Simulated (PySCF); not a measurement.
# [WO3(OH)]−: other functionals and bases at one geometry

How far do other levels of theory move the description of [WO3(OH)]−, and what does each cost? The species was built from a template and needn't be a known compound.

Computed with PySCF 2.14.0. Level: several levels, as the steps say, no spin–orbit coupling.

4 further runs of the same task are left out: 2 for a known fault of the program, 1 that didn't finish, 1 set aside as unsound or not needed.

### Step 1. The starting structure

6 atoms, charge -1, spin multiplicity 1.

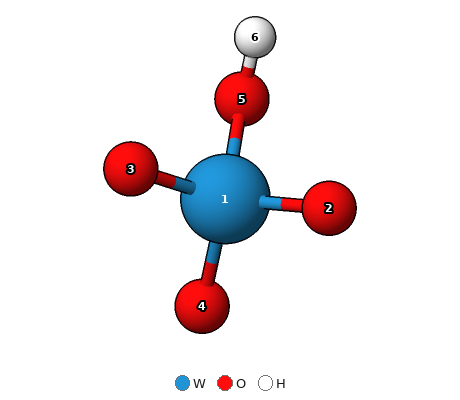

The structure; tungsten blue, oxygen red, hydrogen white; atoms are numbered from 1 in the order of the file.

As a file:

```xyz
6
charge -1, multiplicity 1
W     0.00837   -0.00837   -0.06006
O     0.94117    1.07881    0.96064
O    -1.07881   -0.94117    0.96064
O     1.07740   -1.07740   -0.95640
O    -1.04477    1.04477   -1.32856
H    -1.66242    1.66242   -0.91704
```

Formal oxidation states: W +6. An earlier session relaxed this geometry at r2SCAN, W def2-SVP with ECP60, O def2-SVP, H def2-SVP (singlet, point group Cs).

At r2SCAN on the finer grid: E = -368.526893 Eh, HOMO -1.50 eV, LUMO 3.93 eV, Mulliken charge on W1 +0.89 e, largest force component 0.032 eV/Å. 

Levels to run: B3LYP; TPSSh; PBE0; BLYP; r2SCAN, TZVP; r2SCAN, x2c-SVP. Hardware: 2 threads of Arm Neoverse V1, shared host.

### Step 2. B3LYP

run.py (the lines that set the calculation) reads:

```python
mol = gto.M(atom='''
W      0.00837    -0.00837    -0.06006
O      0.94117     1.07881     0.96064
O     -1.07881    -0.94117     0.96064
O      1.07740    -1.07740    -0.95640
O     -1.04477     1.04477    -1.32856
H     -1.66242     1.66242    -0.91704''',
    basis={'W': 'def2-SVP', 'O': 'def2-SVP', 'H': 'def2-SVP'},
    ecp={'W': 'def2-SVP'},
    charge=-1, spin=0)
mf = dft.RKS(mol, xc='B3LYP')
mf.grids.atom_grid = (75, 302)
mf = mf.density_fit()  # fitting sets: W def2-universal-JKFIT, O def2-universal-JKFIT, H def2-universal-JKFIT
mf.conv_tol = 1e-08; mf.max_cycle = 55
mf.kernel(dm0)  # dm0: the density of the relaxed state
```

The run is started by

```sh
> OMP_NUM_THREADS=2 python run.py
```

### Step 3. TPSSh

run.py (the lines that set the calculation): that of step 2 with these lines changed.

```diff
@@ -10,3 +10,3 @@
     charge=-1, spin=0)
-mf = dft.RKS(mol, xc='B3LYP')
+mf = dft.RKS(mol, xc='TPSSH')
 mf.grids.atom_grid = (75, 302)
```

### Step 4. PBE0

run.py (the lines that set the calculation): that of step 3 with these lines changed.

```diff
@@ -10,3 +10,3 @@
     charge=-1, spin=0)
-mf = dft.RKS(mol, xc='TPSSH')
+mf = dft.RKS(mol, xc='PBE0')
 mf.grids.atom_grid = (75, 302)
```

### Step 5. BLYP

run.py (the lines that set the calculation): that of step 4 with these lines changed.

```diff
@@ -10,3 +10,3 @@
     charge=-1, spin=0)
-mf = dft.RKS(mol, xc='PBE0')
+mf = dft.RKS(mol, xc='BLYP')
 mf.grids.atom_grid = (75, 302)
```

### Step 6. r2SCAN, TZVP

Basis: W def2-TZVP with ECP60, O def2-TZVP, H def2-TZVP. 

run.py (the lines that set the calculation) reads:

```python
mol = gto.M(atom='''
W      0.00837    -0.00837    -0.06006
O      0.94117     1.07881     0.96064
O     -1.07881    -0.94117     0.96064
O      1.07740    -1.07740    -0.95640
O     -1.04477     1.04477    -1.32856
H     -1.66242     1.66242    -0.91704''',
    basis={'W': 'def2-TZVP', 'O': 'def2-TZVP', 'H': 'def2-TZVP'},
    ecp={'W': 'def2-TZVP'},
    charge=-1, spin=0)
mf = dft.RKS(mol, xc='R2SCAN')
mf.grids.atom_grid = (75, 302)
mf = mf.density_fit()  # fitting sets: W def2-universal-JKFIT, O def2-universal-JKFIT, H def2-universal-JKFIT
mf.conv_tol = 1e-08; mf.max_cycle = 55
mf.kernel(dm0)  # dm0: free metal ions and neutral atoms
```

### Step 7. r2SCAN, x2c-SVP

Basis: W x2c-SVPall, O x2c-SVPall, H x2c-SVPall. All electrons are treated, with the spin-free X2C Hamiltonian.

run.py (the lines that set the calculation) reads:

```python
mol = gto.M(atom='''
W      0.00837    -0.00837    -0.06006
O      0.94117     1.07881     0.96064
O     -1.07881    -0.94117     0.96064
O      1.07740    -1.07740    -0.95640
O     -1.04477     1.04477    -1.32856
H     -1.66242     1.66242    -0.91704''',
    basis={'W': 'x2c-SVPall', 'O': 'x2c-SVPall', 'H': 'x2c-SVPall'},
    nucmod='G',
    charge=-1, spin=0)
mf = dft.RKS(mol, xc='R2SCAN')
mf.grids.atom_grid = (99, 590)
mf = mf.density_fit()  # fitting sets: W AutoAux, O AutoAux, H AutoAux
mf = mf.sfx2c1e()
mf.conv_tol = 1e-08; mf.max_cycle = 55
mf.kernel(dm0)  # dm0: free metal ions and neutral atoms
```

Before running it: what results should come out? Wanted: for each run, HOMO; gap; charge on W1; dipole; largest force.

**Answer**, as computed:

| level | state | HOMO (eV) | gap (eV) | charge on W1 (e) | dipole (D) | largest force (eV/Å) | basis functions | time |
| --- | --- | --- | --- | --- | --- | --- | --- | --- |
| r2SCAN (relaxed here) | singlet | -1.50 | 5.43 | 0.89 | 3.28 | 0.03 | 93 | 22 s |
| B3LYP | singlet | -2.42 | 6.39 | 0.85 | 3.28 | 0.17 | 93 | 4.5 s |
| TPSSh | singlet | -1.84 | 5.86 | 0.89 | 3.27 | 0.12 | 93 | 6.1 s |
| PBE0 | singlet | -2.75 | 7.04 | 0.91 | 3.32 | 0.39 | 93 | 4.1 s |
| BLYP | singlet | -0.91 | 4.46 | 0.64 | 3.17 | 0.63 | 93 | 4.7 s |
| r2SCAN, TZVP | singlet | -1.71 | 5.38 | 1.40 | 3.24 | 0.17 | 170 | 18 s |
| r2SCAN, x2c-SVP | singlet | -1.67 | 5.19 | 0.78 | 3.18 | 0.66 | 127 | 36 s |

Times are on 2 threads of Arm Neoverse V1, shared host; the first row also made further properties. The dipole of a charged species depends on the origin, so these sizes hold for this origin alone.

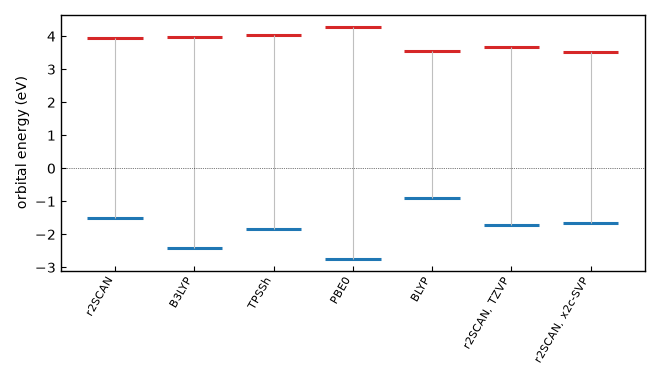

Highest filled and lowest empty level, method by method.

In one basis the HOMO–LUMO gap runs from 4.46 eV (BLYP) to 7.04 eV (PBE0). The largest leftover force, 0.66 eV/Å with r2SCAN, x2c-SVP, stands at a geometry relaxed at another level. The Mulliken charge on W spans +0.64 to +1.40 e over the levels. Total energies of different levels can't be compared. Spin–orbit coupling is left out throughout.
